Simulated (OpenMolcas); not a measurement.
**triplet BGeH3Cl2 at 6 levels**

Aim: a comparison of 6 runs (UHF/STO-3G, UB3LYP/6-31G*, U-revPBE/cc-pVDZ, UBHLYP/cc-pVDZ, UPBE0/cc-pVDZ, UTPSS/cc-pVDZ) of triplet BGeH3Cl2. 

The results are computed with OpenMolcas 26.06.

### Step 1. The system as given

BGeH3Cl2 has 7 atoms, charge 0, and is taken as a triplet. SMILES of the parent species: `Cl[B](Cl)[GeH3]`. The shape is that of a PBE0-D4/def2-TZVP optimisation. That shape belongs to the parent species and isn't relaxed for this state.

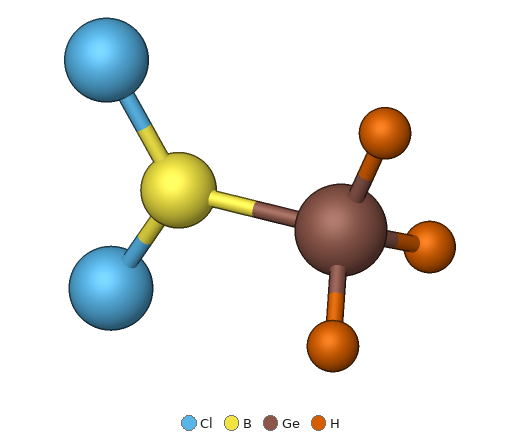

Viewed from a chosen angle; chlorine blue, boron yellow, germanium brown, hydrogen orange.

### Step 2. The energy at UHF/STO-3G (run 1)

The input, mol.xyz:

```xyz
7

Cl     1.749500    -1.428200     1.208700
B      0.206400    -1.021900     0.511500
Cl    -1.082400    -2.191800     0.604700
Ge    -0.123100     0.798500    -0.412200
H     -0.556200     0.560600    -1.868300
H     -1.266100     1.534300     0.306700
H      1.133300     1.680500    -0.396700
```

The input, test.input:

```
&GATEWAY
BASLIB
$CurrDir
COORD
mol.xyz
BASIS
STO-3G
GROUP
NoSym
&SEWARD
&SCF
UHF
SPIN
3
THRESHOLDS
1e-10 1e-07 1e-07 1e-05
PRORBITALS
1
```

The basis set STO-3G is read from a file made from the Basis Set Exchange's data (not shown).

Run with:

```sh
$ export MOLCAS_MEM=1860
$ pymolcas test.input > test.log
```

The program printed:

```text
--- Start Module: gateway ---
[...]
--- Stop Module: gateway /rc=_RC_ALL_IS_WELL_ ---
--- Start Module: seward ---
[...]
      Basis functions           44
--- Stop Module: seward /rc=_RC_ALL_IS_WELL_ ---
[...]
--- Start Module: scf ---
[...]
       Convergence after  21 Iterations
[...]
::    Total SCF energy                              -2986.9445551451
[...]
      Total spin, S                                     1.0033197867
[...]
      Total electronic charge=   74.000000
      Total            charge=   -0.000000
[...]
      Dipole Moment (debye):
      Origin of the operator (angstrom)=    0.1001   -0.4751    0.2318
                   X= -6.6167E-01               Y=  4.4216E+00               Z= -2.2006E+00           Total=  4.9831E+00
      Quadrupole Moment (debye*angstrom):
[...]
--- Stop Module: scf /rc=_RC_ALL_IS_WELL_ ---
[...]
```

Run time: 6.9 s. Hardware: 1 thread of AMD EPYC 7R43 (Zen 3), shared host; peak memory 0.37 GiB.

### Step 3. The energy at UB3LYP/6-31G(d) (spherical functions) (run 2)

The input, job.inp:

```
* BCl2GeH3 Kohn-Sham DFT
&GATEWAY
BasLib = $CurrDir
Coord
7
angstrom
Cl       1.749500      -1.428200       1.208700
B        0.206400      -1.021900       0.511500
Cl      -1.082400      -2.191800       0.604700
Ge      -0.123100       0.798500      -0.412200
H       -0.556200       0.560600      -1.868300
H       -1.266100       1.534300       0.306700
H        1.133300       1.680500      -0.396700
Basis = 6-31Gs
Group = NoSym
&SEWARD
GridInput
Grid=UltraFine
End of Grid
&SCF
UHF
Spin = 3
KSDFT = B3LYP
Thresholds = 1e-10 1e-07 1e-07 1e-05
PrOrbitals = 0
```

The basis set 6-31G* is read from a file made from the Basis Set Exchange's data (not shown).

Run with:

```sh
$ export MOLCAS_MEM=1860
$ pymolcas job.inp > job.log
```

The program printed:

```text
--- Start Module: gateway ---
[...]
--- Stop Module: gateway /rc=_RC_ALL_IS_WELL_ ---
--- Start Module: seward ---
[...]
      Basis functions           88
--- Stop Module: seward /rc=_RC_ALL_IS_WELL_ ---
[...]
--- Start Module: scf ---
[...]
       Convergence after  21 Iterations
[...]
::    Total KS-DFT energy                           -3023.7195440916
[...]
      Total spin, S                                     1.0014344883
[...]
      Total electronic charge=   74.000000
      Total            charge=   -0.000000
[...]
      Dipole Moment (debye):
      Origin of the operator (angstrom)=    0.1001   -0.4751    0.2318
                   X= -2.4172E-01               Y=  1.9120E+00               Z= -9.3608E-01           Total=  2.1425E+00
      Quadrupole Moment (debye*angstrom):
[...]
--- Stop Module: scf /rc=_RC_ALL_IS_WELL_ ---
[...]
```

It took 73 s on 1 thread of AMD EPYC 7R43 (Zen 3), shared host; peak memory 0.48 GiB.

Run 3 isn't shown in full; the table further down has it.

### Step 4. The energy at UBHLYP/cc-pVDZ (run 4)

The input, mol.inp:

```
&GATEWAY
 BasLib
 $CurrDir
 BasisSet
 Cl.cc-pVDZ....
 Cl1 1.749500 -1.428200 1.208700 angstrom
 Cl3 -1.082400 -2.191800 0.604700 angstrom
 End of Basis
 BasisSet
 B.cc-pVDZ....
 B2 0.206400 -1.021900 0.511500 angstrom
 End of Basis
 BasisSet
 Ge.cc-pVDZ....
 Ge4 -0.123100 0.798500 -0.412200 angstrom
 End of Basis
 BasisSet
 H.cc-pVDZ....
 H5 -0.556200 0.560600 -1.868300 angstrom
 H6 -1.266100 1.534300 0.306700 angstrom
 H7 1.133300 1.680500 -0.396700 angstrom
 End of Basis

&SEWARD
 GridInput
 Grid=UltraFine
 End of Grid

&SCF
 UHF
 Spin
 3
 KSDFT
 HYB_GGA_XC_BHANDHLYP
 Thresholds
 1e-10 1e-07 1e-07 1e-05
 PrOrbitals
 0
```

The basis set cc-pVDZ is read from a file made from the Basis Set Exchange's data (not shown).

Run with:

```sh
$ export MOLCAS_MEM=1860
$ pymolcas mol.inp > mol.log
```

The program printed:

```text
--- Start Module: gateway ---
[...]
--- Stop Module: gateway /rc=_RC_ALL_IS_WELL_ ---
--- Start Module: seward ---
[...]
      Basis functions           92
--- Stop Module: seward /rc=_RC_ALL_IS_WELL_ ---
[...]
--- Start Module: scf ---
[...]
       Convergence after  22 Iterations
[...]
::    Total KS-DFT energy                           -3023.9088078044
[...]
      Total spin, S                                     1.0026570825
[...]
      Total electronic charge=   74.000000
      Total            charge=   -0.000000
[...]
      Dipole Moment (debye):
      Origin of the operator (angstrom)=    0.1001   -0.4751    0.2318
                   X= -2.8632E-01               Y=  2.1232E+00               Z= -1.0454E+00           Total=  2.3839E+00
      Quadrupole Moment (debye*angstrom):
[...]
--- Stop Module: scf /rc=_RC_ALL_IS_WELL_ ---
[...]
```

It took 79 s on 1 thread of AMD EPYC 7R43 (Zen 3), shared host; peak memory 0.51 GiB.

Run 5 isn't shown in full; the table further down has it.

### Step 5. A single-point energy at UTPSS/cc-pVDZ (run 6)

The input, calc.inp:

```
>>> EXPORT MOLCAS_PRINT=2
&GATEWAY
BasLib=$CurrDir
Coord
7
bohr
Cl     3.30607586    -2.69890685     2.28411197
B      0.39003947    -1.93111113     0.96659491
Cl    -2.04543956    -4.14190172     1.14271739
Ge    -0.23262529     1.50894631    -0.77894511
H     -1.05106567     1.05938047    -3.53057532
H     -2.39258225     2.89940679     0.57957900
H      2.14162662     3.17568475    -0.74965435
Basis=cc-pVDZ
Group=NoSym
&SEWARD
GridInput
Grid=UltraFine
End of Grid
&SCF
UHF
Spin=3
KSDFT=2
1.0 MGGA_X_TPSS
1.0 MGGA_C_TPSS
Thresholds=1e-10 1e-07 1e-07 1e-05
PrOrbitals=1 2
```

The basis set cc-pVDZ is read from a file made from the Basis Set Exchange's data (not shown).

Run with:

```sh
$ export MOLCAS_MEM=1860
$ pymolcas calc.inp > calc.log
```

The program printed:

```text
--- Start Module: gateway ---
[...]
--- Stop Module: gateway /rc=_RC_ALL_IS_WELL_ ---
--- Start Module: seward ---
[...]
      Basis functions           92
--- Stop Module: seward /rc=_RC_ALL_IS_WELL_ ---
[...]
--- Start Module: scf ---
[...]
       Convergence after  26 Iterations
[...]
::    Total KS-DFT energy                           -3023.9829063138
[...]
      Total spin, S                                     1.0016280986
[...]
      Total electronic charge=   74.000000
      Total            charge=   -0.000000
[...]
      Dipole Moment (debye):
      Origin of the operator (angstrom)=    0.1001   -0.4751    0.2318
                   X= -1.6921E-01               Y=  1.4162E+00               Z= -6.8976E-01           Total=  1.5843E+00
      Quadrupole Moment (debye*angstrom):
[...]
--- Stop Module: scf /rc=_RC_ALL_IS_WELL_ ---
[...]
```

Wall time 2.4 min (1 thread of AMD EPYC 7R43 (Zen 3), shared host); peak memory 0.5 GiB.

### Step 6. All runs side by side

| run | level | integration grid | energy (Eh) | dipole moment (D) | HOMO energy (eV) | ⟨S²⟩ | wall time |
| --- | --- | --- | --- | --- | --- | --- | --- |
| 1 | UHF/STO-3G | – | -2986.944555 | 4.98 | -5.46 | 2.010 | 6.9 s |
| 2 | UB3LYP/6-31G* (spherical functions) | UltraFine | -3023.719544 | 2.14 | -3.92 | 2.004 | 73 s |
| 3 | U-revPBE/cc-pVDZ | UltraFine | -3023.619370 | 1.54 | -3.04 | 2.004 | 84 s |
| 4 | UBHLYP/cc-pVDZ | UltraFine | -3023.908808 | 2.38 | -5.13 | 2.008 | 79 s |
| 5 | UPBE0/cc-pVDZ | UltraFine | -3023.353043 | 2.05 | -4.21 | 2.005 | 94 s |
| 6 | UTPSS/cc-pVDZ | UltraFine | -3023.982906 | 1.58 | -3.21 | 2.005 | 2.4 min |

### Step 7. Outcome

| quantity | value |
| --- | --- |
| run 6: total energy | -3023.98291 Eh |
| run 6: dipole moment | 1.58 D |
| run 6: HOMO energy (highest over α and β) | -3.21 eV |
| run 6: ⟨S²⟩ | 2.005 |

What this shows: The dipole moment (its size) runs from 1.54 D (U-revPBE/cc-pVDZ) to 4.98 D (UHF/STO-3G). The two ends differ in method and basis. Totals of different functionals can't be ranked against each other. In run 1 the basis is minimal, so the values are rough. All runs together took 8 min, the longest 2.4 min.
